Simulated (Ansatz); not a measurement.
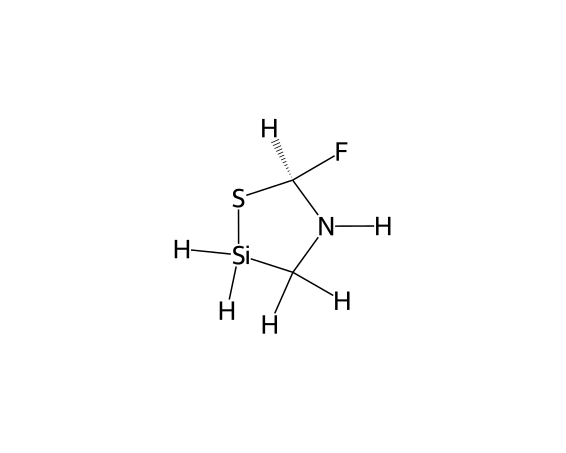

Computed geometry: PBE0-D4/def2-TZVP optimisation. No frequency run is at hand to confirm it as a minimum. Program: Ansatz 0.2.0.

Compare HOMO energy (eV), HOMO–LUMO gap (eV) at these levels: B3LYP-D4/def2-TZVPP; PBE-D4/def2-TZVPP; PBE0-D4/def2-TZVPP; r2SCAN-D4/def2-TZVPP; ωB97M-V/def2-TZVPP; ωB97X-V/def2-TZVPP.

```tsv
level	HOMO energy (eV)	HOMO–LUMO gap (eV)
B3LYP-D4/def2-TZVPP	−6.81	6.61
PBE-D4/def2-TZVPP	−5.74	4.90
PBE0-D4/def2-TZVPP	−7.05	7.09
r2SCAN-D4/def2-TZVPP	−6.03	5.50
ωB97M-V/def2-TZVPP	−9.28	10.99
ωB97X-V/def2-TZVPP	−9.42	11.46
```
